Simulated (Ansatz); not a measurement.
System (SMILES): [GaH] (GaH) (closed-shell singlet).
Geometry (B3LYP-D3(BJ)/def2-TZVP, fixed):
```
Ga
H 1 1.6890
```

Basis-set convergence of the dipole moment at HF with Ansatz (a program for electronic structure). Dipoles come from the density behind the forces; the sign is taken along the dipole that this method gives in the largest set. Cartesian d functions, on some or all atoms, in 3-21G, 6-31G, 6-31G*; all else is spherical. The program fits the integrals of some runs and decomposes those of others, by size. No added dispersion term, no relativity. Reference: the value in aug-cc-pV5Z, 0.201 D, itself unsure by roughly 0.005 D (its mean distance from aug-pcseg-3, aug-cc-pVQZ, def2-QZVPPD). Deviations are taken from unrounded values.

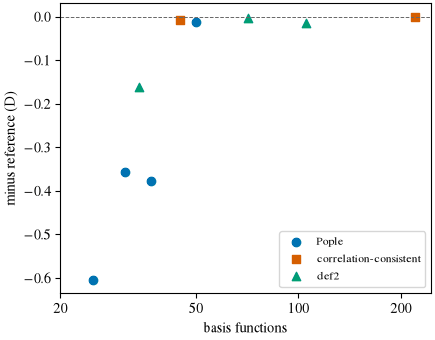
Fig. 1. Deviation from the reference against the number of basis functions, by family of sets.

```tsv
basis	functions	dipole moment (D)	minus reference (D)
3-21G	25	-0.404	-0.604
6-31G	31	-0.155	-0.356
def2-SV(P)	34	0.040	-0.161
6-31G*	37	-0.176	-0.377
aug-cc-pVDZ	45	0.192	-0.009
6-311G**	50	0.187	-0.013
def2-TZVPPD	71	0.197	-0.004
def2-QZVP	105	0.185	-0.016
aug-cc-pV5Z	220	0.201	0.000
```
